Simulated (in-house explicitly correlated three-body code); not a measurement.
Two electrons around a point charge Z = 19.508. Computed variationally in 260 exponentially correlated functions with an in-house code, non-relativistic, converged to about 10⁻⁸ of the energy. The exact exchange and correlation energies are −11970 and −46.14 millihartree. Wanted, and plotted below: the errors of BLYP, LDA (VWN5), M06-L, OLYP, PBE, PW91 and SCAN, evaluated on the exact density.

By the size of the summed error (millihartree): SCAN −2.8, OLYP +64, BLYP +94, M06-L −159, PW91 +186, PBE +241, LDA (VWN5) +1500. Errors of exchange and correlation cancel by a quarter or more for SCAN (−3.9 and +1.1).

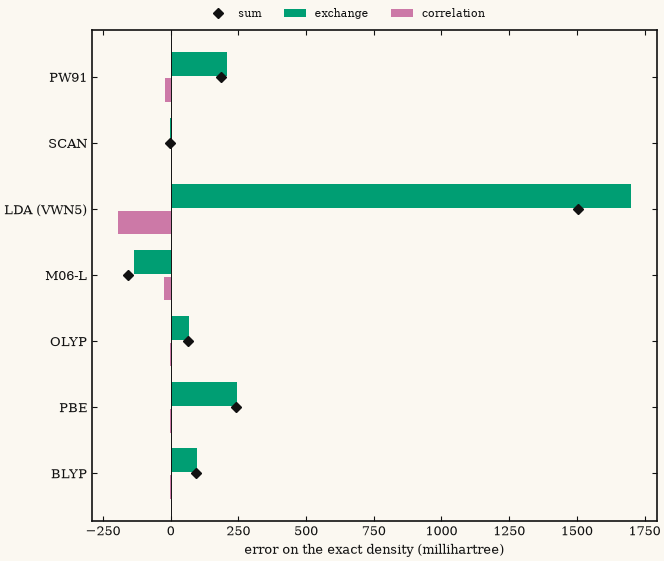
